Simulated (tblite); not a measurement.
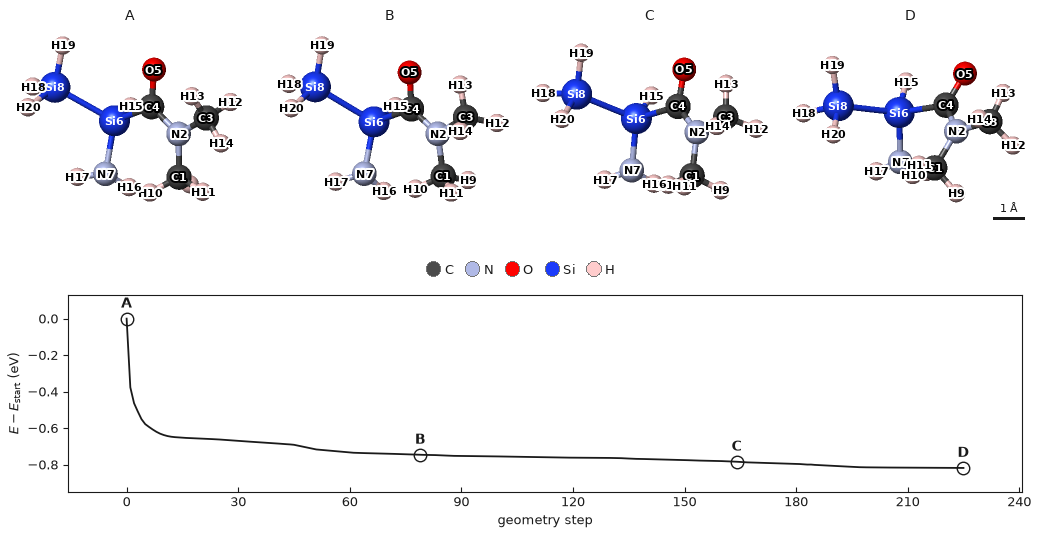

Frames of a relaxation of C3H12N2OSi2, marked on the history of the run. Style: ball-and-stick. Shown at a tilt.

Theory: GFN2-xTB geometry optimisation, gas phase in tblite 0.8.0. 

> What happens along the run?

H11 moves most after the best rigid fit: 2.40 Å. Largest moves by element: H 2.40 Å, O 1.41 Å, N 1.01 Å, C 0.97 Å, Si 0.84 Å. Among the contacts that change: C4–Si6 1.802 → 1.922 Å, N2–C4 1.424 → 1.350 Å, Si6–Si8 2.259 → 2.311 Å, N7–H17 1.054 → 1.008 Å. Among the angles between lasting bonds that change: Si6–N7–H17 106.5° → 117.6°, Si8–Si6–H15 104.3° → 114.2°, Si6–N7–H16 109.7° → 118.6°. Groups turn about C1–N2 by about 65°, C4–Si6 by about 65°, N2–C3 by about 50°. After 225 geometry steps the energy has fallen by 0.818 eV. From step 0 to 79: H14 moves most (0.91 Å), energy −0.746 eV. From step 79 to 164: H11 moves most (0.97 Å), energy −0.038 eV. From step 164 to 225: H11 moves most (1.10 Å), energy −0.034 eV.
